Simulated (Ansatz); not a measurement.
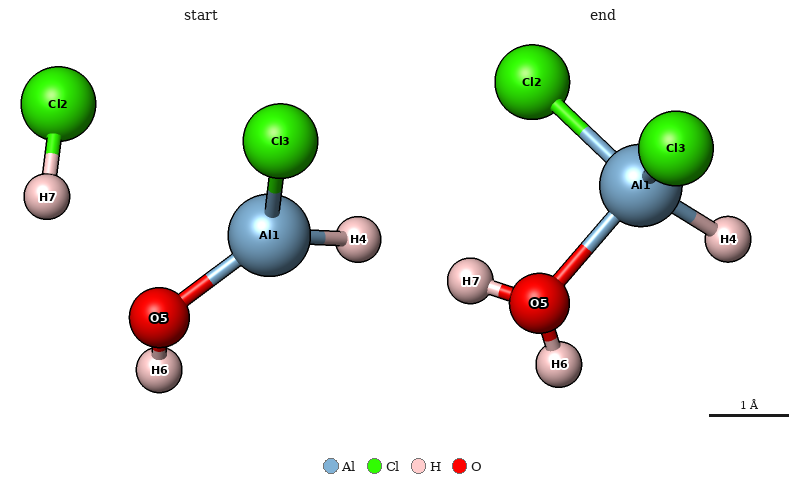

The structure of AlH3OCl2 before (left) and after (right) a relaxation, at one scale.

The picture is a ball-and-stick view, seen at a tilt.

The run prepares an end point of a later path (reaction) calculation, from a guessed geometry.

These are results of RKS PBE0-D4/6-31G* in Ansatz, not measurements. (no spin polarisation; force threshold 0.03 eV/Å; at most 50 steps)

### Summarise the run.

The largest move after the best rigid fit is that of H7, 1.14 Å. By element the largest moves are H 1.14 Å, Cl 0.96 Å, Al 0.80 Å, O 0.34 Å. Near-neighbour distances that change, for instance: Cl2–H7 1.334 → 2.780 Å, Al1–Cl2 3.427 → 2.139 Å, O5–H7 2.204 → 0.973 Å, Al1–O5 1.754 → 1.991 Å. New bonds form, among them: Al1–Cl2 (3.43 → 2.14 Å), O5–H7 (2.20 → 0.97 Å). Bonds break, among them: Cl2–H7 (1.33 → 2.78 Å). Among the angles between lasting bonds that change: H4–Al1–O5 122.1° → 100.0°, Cl3–Al1–O5 115.2° → 103.5°, Cl3–Al1–H4 122.5° → 119.0°. After 15 accepted moves (18 points after the start) the energy has fallen by 33.1 kcal/mol. Largest force component: 0.98 eV/Å at the start, 0.019 eV/Å at the end. The line search rejected the trial steps at points 4, 13, 15 of the run. Cost: 65 s on 1 thread of Arm Neoverse V2, with other jobs on the host, peak memory 0.16 GiB.

Limits of the set-up: the start holds two separate molecules, 2.2 Å apart at their closest, whose relative position is a soft coordinate.
